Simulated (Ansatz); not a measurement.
Geometry relaxation, with input and output: GaH5O3 (part 1 of 2)

System: GaH5O3.
Method: RKS B3LYP-D4/def2-SVP (Ansatz 0.2.0).

The input holds or restrains some coordinates. It belongs to a series of runs on one base structure; here: pulled along the bonds that form and break, towards end A. Figures and captions count atoms from 1; the log counts them from 0 in places.

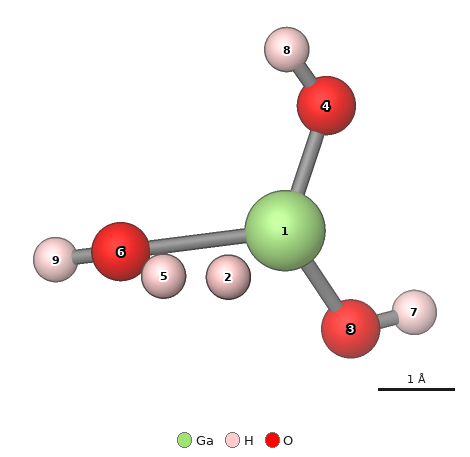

*The starting structure (ball-and-stick view, seen at a tilt; atoms are numbered from 1 in the order of the input). Sticks mark near contacts.*

Bond lengths as drawn: Ga–O 1.74 to 2.19 Å and H–O 0.95 to 0.96 Å.

Input:
```yaml
crystal:
  periodic: [false, false, false]
  atoms:
    - { symbol: Ga, position_ang: [-0.0352, -0.1383, 0.4859] }
    - { symbol: H, position_ang: [-1.2346, 1.1645, -0.4794] }
    - { symbol: O, position_ang: [-0.9555, -1.5014, 1.0452] }
    - { symbol: O, position_ang: [1.2704, 0.528, 1.4246] }
    - { symbol: H, position_ang: [-0.7828, 0.8146, -1.2794] }
    - { symbol: O, position_ang: [0.1626, 0.0524, -1.6891] }
    - { symbol: H, position_ang: [-0.7778, -1.8121, 1.9314] }
    - { symbol: H, position_ang: [1.8706, 1.1871, 1.0856] }
    - { symbol: H, position_ang: [0.4823, -0.2947, -2.5248] }
basis:
  gaussian: { orbitals: def2-SVP }
hamiltonian:
  xc: b3lyp
  dispersion: d4
relax:
  f_tol: 0.15
  max_steps: 25
  restrain:
    - { distance: [0, 5], at: 3.18, k: 30.0 }
    - { distance: [4, 1], at: 1.92, k: 30.0 }
    - { distance: [0, 1], at: 1.53, k: 30.0 }
    - { distance: [4, 5], at: 0.97, k: 30.0 }
output:
  orbitals: {}
```

Run on 2 threads of Intel Xeon (Sapphire Rapids), 16 GiB of memory available, shared host.

Launched with:
```bash
ansatz run input.yaml --threads 2 --pin off --max-ram 3072MiB --backend cpu --events-out ev --progress --plain --runs-dir out
```

Log:
```
The last accepted step is kept in [file] (removed where the run ends without a failure and the disk answers)
Engine: ansatz 0.2.0, x86_64-unknown-linux-gnu
Functional definition: B3LYP
  parameter a0 = 0.2
  parameter ax = 0.72
  parameter ac = 0.81
  exchange = (1 - a0 - ax)*slater_x + ax*b88_x + a0*exact_x
  correlation = (1 - ac)*vwn_rpa_c + ac*lyp_c
1026 factors; integrals over basis functions are off by at most 4.2e-4 eV
mean field evaluation 1: about -58576.0564 eV, gradient 9.1e1 eV
mean field evaluation 2: about -58535.4773 eV, gradient 1.7e2 eV
mean field evaluation 4: about -58590.1828 eV, gradient 9.4e0 eV
mean field evaluation 8: about -58590.3483 eV, gradient 2.9e-1 eV
mean field evaluation 16: about -58590.3485 eV, gradient 7.7e-5 eV
mean field -58590.34847148 eV, -2153.1555923624 hartree, gradient 7.7e-5 eV, S^2 0.000000; 0 other end points of the search recorded, 0 dependent functions left out
the calculation of the forces begins
reference -58590.34871740 eV, -2153.1556013995 hartree; 30, 30 occupied and 69, 69 virtual orbitals, 1026 factors
relax step   1: F+E_penalty+E_count = -58590.59528407 eV  Δ(F+E_penalty+E_count) = +0.000e0 eV  max|allowed force component| = 3.024e0 eV/Å  E_restraint = 32.81141174 eV  max|allowed force component, restraints' pulls added| = 3.052e1 eV/Å  Δτ_max = 0.0000 Å  (27 SCF iters, accepted)
  distance Ga 0 - O 5 = 2.1923 Å
  distance H 4 - H 1 = 0.9831 Å
  distance Ga 0 - H 1 = 2.0168 Å
  distance H 4 - O 5 = 1.2816 Å
these checks for a lower state are left out or cut short: starts, cluster_reference, orbital_swaps, neighbouring_geometries, increment
1026 factors; integrals over basis functions are off by at most 9.2e-4 eV
mean field -58590.27958135 eV, -2153.1530606968 hartree, gradient 4.5e-5 eV, S^2 0.000000; 0 other end points of the search recorded, 0 dependent functions left out
[... from here on the field's lines of each further geometry are left out, up to the last ...]
relax step   2: F+E_penalty+E_count = -58590.50353406 eV  Δ(F+E_penalty+E_count) = +9.175e-2 eV  max|allowed force component| = 6.091e0 eV/Å  E_restraint = 15.25570748 eV  max|allowed force component, restraints' pulls added| = 2.057e1 eV/Å  Δτ_max = 0.1965 Å  (30 SCF iters, accepted)
relax step   3: F+E_penalty+E_count = -58590.95254444 eV  Δ(F+E_penalty+E_count) = -4.490e-1 eV  max|allowed force component| = 4.684e0 eV/Å  E_restraint = 4.92319662 eV  max|allowed force component, restraints' pulls added| = 1.046e1 eV/Å  Δτ_max = 0.1946 Å  (29 SCF iters, accepted)
relax step   4: F+E_penalty+E_count = -58591.08789782 eV  Δ(F+E_penalty+E_count) = -1.354e-1 eV  max|allowed force component| = 2.536e0 eV/Å  E_restraint = 0.61842171 eV  max|allowed force component, restraints' pulls added| = 3.820e0 eV/Å  Δτ_max = 0.1951 Å  (30 SCF iters, accepted)
relax step   5: F+E_penalty+E_count = -58591.57615396 eV  Δ(F+E_penalty+E_count) = -4.883e-1 eV  max|allowed force component| = 1.358e0 eV/Å  E_restraint = 0.16482201 eV  max|allowed force component, restraints' pulls added| = 2.438e0 eV/Å  Δτ_max = 0.2000 Å  (29 SCF iters, accepted)
relax step   6: F+E_penalty+E_count = -58591.82263375 eV  Δ(F+E_penalty+E_count) = -2.465e-1 eV  max|allowed force component| = 9.439e-1 eV/Å  E_restraint = 0.01161676 eV  max|allowed force component, restraints' pulls added| = 9.439e-1 eV/Å  Δτ_max = 0.1997 Å  (30 SCF iters, accepted)
relax step   7: F+E_penalty+E_count = -58591.88293382 eV  Δ(F+E_penalty+E_count) = -6.030e-2 eV  max|allowed force component| = 5.735e-1 eV/Å  E_restraint = 0.00281775 eV  max|allowed force component, restraints' pulls added| = 5.735e-1 eV/Å  Δτ_max = 0.2000 Å  (30 SCF iters, accepted)
relax step   8: F+E_penalty+E_count = -58591.90741984 eV  Δ(F+E_penalty+E_count) = -2.449e-2 eV  max|allowed force component| = 3.804e-1 eV/Å  E_restraint = 0.00208956 eV  max|allowed force component, restraints' pulls added| = 2.324e-1 eV/Å  Δτ_max = 0.2000 Å  (27 SCF iters, accepted)
relax step   9: F+E_penalty+E_count = -58591.91704459 eV  Δ(F+E_penalty+E_count) = -9.625e-3 eV  max|allowed force component| = 3.947e-1 eV/Å  E_restraint = 0.00423990 eV  max|allowed force component, restraints' pulls added| = 2.128e-1 eV/Å  Δτ_max = 0.1997 Å  (29 SCF iters, accepted)
relax step  10: F+E_penalty+E_count = -58591.91947276 eV  Δ(F+E_penalty+E_count) = -2.428e-3 eV  max|allowed force component| = 4.040e-1 eV/Å  E_restraint = 0.00536293 eV  max|allowed force component, restraints' pulls added| = 5.142e-1 eV/Å  Δτ_max = 0.0757 Å  (25 SCF iters, accepted)
relax step  11: F+E_penalty+E_count = -58591.92562179 eV  Δ(F+E_penalty+E_count) = -6.149e-3 eV  max|allowed force component| = 2.929e-1 eV/Å  E_restraint = 0.00404271 eV  max|allowed force component, restraints' pulls added| = 3.010e-2 eV/Å  Δτ_max = 0.0839 Å  (26 SCF iters, accepted)
relax step  12: F+E_penalty+E_count = -58591.92303966 eV  Δ(F+E_penalty+E_count) = +2.582e-3 eV  max|allowed force component| = 6.046e-1 eV/Å  E_restraint = 0.00743389 eV  max|allowed force component, restraints' pulls added| = 6.046e-1 eV/Å  Δτ_max = 0.1954 Å  (29 SCF iters, rejected (line search))
relax step  13: F+E_penalty+E_count = -58591.92930450 eV  Δ(F+E_penalty+E_count) = -3.683e-3 eV  max|allowed force component| = 2.892e-1 eV/Å  E_restraint = 0.00430993 eV  max|allowed force component, restraints' pulls added| = 5.374e-2 eV/Å  Δτ_max = 0.0953 Å  (25 SCF iters, accepted)
relax step  14: F+E_penalty+E_count = -58591.92875210 eV  Δ(F+E_penalty+E_count) = +5.524e-4 eV  max|allowed force component| = 3.549e-1 eV/Å  E_restraint = 0.00471004 eV  max|allowed force component, restraints' pulls added| = 3.549e-1 eV/Å  Δτ_max = 0.0983 Å  (28 SCF iters, rejected (line search))
relax step  15: F+E_penalty+E_count = -58591.93032154 eV  Δ(F+E_penalty+E_count) = -1.017e-3 eV  max|allowed force component| = 3.156e-1 eV/Å  E_restraint = 0.00409000 eV  max|allowed force component, restraints' pulls added| = 7.993e-2 eV/Å  Δτ_max = 0.0471 Å  (25 SCF iters, accepted)
the calculation of the forces begins
reference -58591.73082647 eV, -2153.2063929713 hartree; 30, 30 occupied and 69, 69 virtual orbitals, 1027 factors
relax step  16: F+E_penalty+E_count = -58591.93140324 eV  Δ(F+E_penalty+E_count) = -1.082e-3 eV  max|allowed force component| = 2.964e-1 eV/Å  E_restraint = 0.00465357 eV  max|allowed force component, restraints' pulls added| = 1.084e-1 eV/Å  Δτ_max = 0.0489 Å  (25 SCF iters, accepted)
```

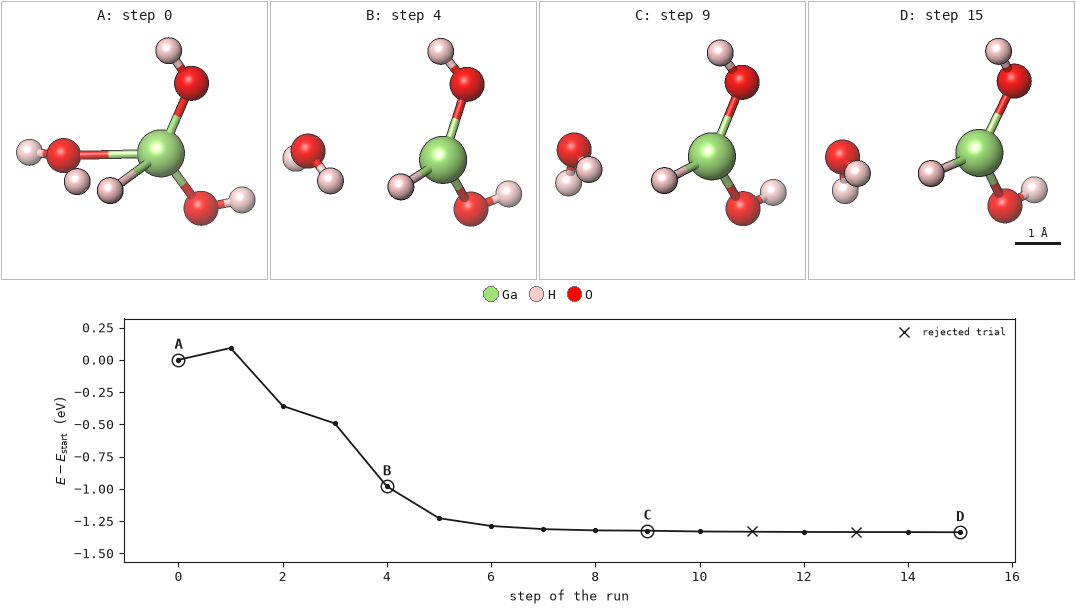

*Frames of the restrained relaxation (ball-and-stick view, seen at a tilt) above the curves, on which the letters mark them (the first geometry is step 0 here and step 1 in the log).*

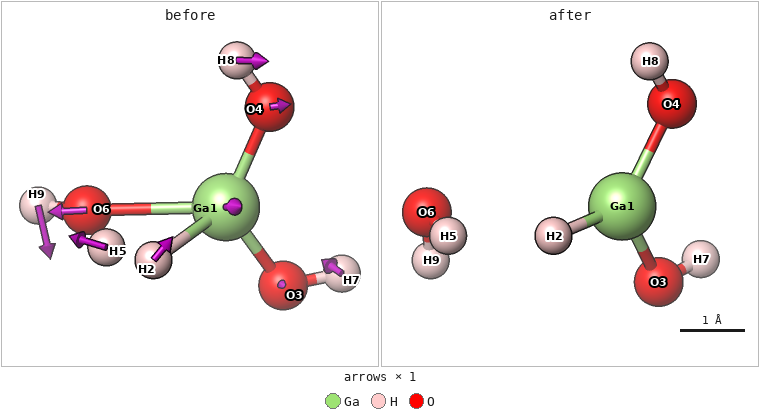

*Before (left) and after (right) the restrained relaxation, at one scale (ball-and-stick view, seen at a tilt). The pink arrows give the displacements, at true length.*

The largest move after the best rigid fit is that of H9, 0.89 Å. By element the largest moves are H 0.89 Å, O 0.64 Å, Ga 0.53 Å. Distances before and after: Ga1–O6 2.192 → 3.169 Å, Ga1–H2 2.017 → 1.540 Å, H5–O6 1.282 → 0.972 Å, Ga1–O3 1.737 → 1.785 Å. New bonds form: Ga1–H2 (2.02 → 1.54 Å), H5–O6 (1.28 → 0.97 Å). Bonds break: Ga1–O6 (2.19 → 3.17 Å). Among the angles that change: H2–Ga1–O4 117.2° → 127.6°, Ga1–O4–H8 123.0° → 115.1°, H2–Ga1–O3 110.2° → 117.8°. Over 15 geometry steps the energy falls by 1.336 eV. Largest force component: 3 eV/Å at the start, 0.3 eV/Å at the end. The line search rejected the trial steps at points 11, 13 (counted from 0) and went back. (Atoms are counted from 1 in the order of the input.)

```
  distance Ga 0 - O 5 = 3.1695 Å
  distance H 4 - H 1 = 1.9294 Å
  distance Ga 0 - H 1 = 1.5404 Å
  distance H 4 - O 5 = 0.9716 Å
1027 factors; integrals over basis functions are off by at most 1.0e-3 eV
mean field -58591.73058391 eV, -2153.2063840572 hartree, gradient 5.5e-5 eV, S^2 0.000000; 1 other end points of the search recorded, 0 dependent functions left out
the calculation of the forces begins
reference -58591.73082647 eV, -2153.2063929713 hartree; 30, 30 occupied and 69, 69 virtual orbitals, 1027 factors
Total energy: -58591.93164580 eV, -2153.2137729454 hartree
Atom 0 at    -0.217440     0.227978     0.815884 Å, force     0.207392    -0.206973    -0.199091 eV/Å
Atom 1 at    -0.919895     1.229613    -0.120151 Å, force    -0.206765     0.267328     0.055826 eV/Å
Atom 2 at    -0.928682    -1.400906     0.976785 Å, force     0.002221     0.003918     0.008621 eV/Å
Atom 3 at     1.250174     0.500729     1.800006 Å, force     0.020472     0.053136     0.008363 eV/Å
Atom 4 at    -0.429497     0.677886    -1.902759 Å, force     0.078945    -0.080749    -0.201519 eV/Å
Atom 5 at     0.239345     0.108705    -2.318223 Å, force    -0.121726    -0.076235     0.296399 eV/Å
Atom 6 at    -0.428763    -1.984545     1.563059 Å, force    -0.007411    -0.002975    -0.004203 eV/Å
Atom 7 at     1.678834     1.357103     1.668831 Å, force    -0.029905    -0.049561     0.009133 eV/Å
Atom 8 at    -0.244077    -0.716462    -2.483432 Å, force     0.056778     0.092111     0.026471 eV/Å
Dipole moment:    -0.147676     0.191397     0.017860 e Å
```

Trajectory as extended XYZ (Å, eV, eV/Å), 16 frames, from step=1 to step=16:
```
9
Properties=species:S:1:pos:R:3:forces:R:3 step=1 energy=-58590.59528
Ga   -0.0352   -0.1383    0.4859   -0.3966   1.2048  -3.0236
H    -1.2346    1.1645   -0.4794    0.1421  -0.2548   0.6640
O    -0.9555   -1.5014    1.0452   -0.7592  -0.7355  -0.2581
O     1.2704    0.5280    1.4246    0.4640  -0.0708   0.8884
H    -0.7828    0.8146   -1.2794    0.5509  -0.4616  -0.1858
O     0.1626    0.0524   -1.6891   -0.4877   0.3782   2.0973
H    -0.7778   -1.8121    1.9314    0.1721  -0.1005   0.4674
H     1.8706    1.1871    1.0856    0.1986   0.3694  -0.3531
H     0.4823   -0.2947   -2.5248    0.1158  -0.3292  -0.2966
9
Properties=species:S:1:pos:R:3:forces:R:3 step=2 energy=-58590.50353
Ga   -0.1253   -0.0655    0.6017   -1.0177   2.1987  -2.6715
H    -1.2428    1.1486   -0.2837    0.8273  -0.8678   0.6041
O    -0.9643   -1.5118    1.0500   -0.7234  -0.9807  -0.0491
O     1.2799    0.5286    1.4398    0.7524  -0.1450   0.8554
H    -0.6890    0.7408   -1.4247    1.8177  -1.6355  -1.6817
O     0.1554    0.0968   -1.8313   -2.3109   2.6619   6.0907
H    -0.7783   -1.8169    1.9362    0.1594  -0.2980   0.4734
H     1.8707    1.1901    1.0814    0.0361   0.2668  -0.2808
H     0.4938   -0.3106   -2.5693    0.4590  -1.2005  -3.3406
9
Properties=species:S:1:pos:R:3:forces:R:3 step=3 energy=-58590.95254
Ga   -0.2240    0.0160    0.7407   -0.8639   2.1972  -2.2449
H    -1.2219    1.1072   -0.1123    0.6358  -0.6580   0.7651
O    -0.9713   -1.5250    1.0532   -0.4792  -0.8157   0.1742
O     1.2936    0.5250    1.4519    0.6562  -0.3354   0.7872
H    -0.6104    0.6854   -1.5939    0.1456  -0.7001  -1.5844
O     0.1444    0.1511   -1.9335    0.0181   1.6762   4.6839
H    -0.7772   -1.8246    1.9414    0.1168  -0.4786   0.4015
H     1.8691    1.1934    1.0777   -0.0971   0.2270  -0.2371
H     0.4977   -0.3284   -2.6252   -0.1322  -1.1126  -2.7453
9
Properties=species:S:1:pos:R:3:forces:R:3 step=4 energy=-58591.08790
Ga   -0.3161    0.0999    0.8909    0.3219   0.6839  -1.4803
H    -1.1834    1.0575    0.0157   -0.1965   0.2594   0.1778
O    -0.9787   -1.5358    1.0675   -0.1238  -0.0221   0.3717
O     1.3109    0.5136    1.4704    0.1893  -0.4209   0.5984
H    -0.5924    0.6628   -1.7313   -1.2414  -0.4222  -0.9707
O     0.1841    0.2247   -2.0478    2.2435   1.2311   2.5364
H    -0.7753   -1.8481    1.9527    0.0906  -0.5673   0.2515
H     1.8598    1.1984    1.0761   -0.2703   0.1315  -0.1426
H     0.4910   -0.3728   -2.6941   -1.0133  -0.8735  -1.3422
```
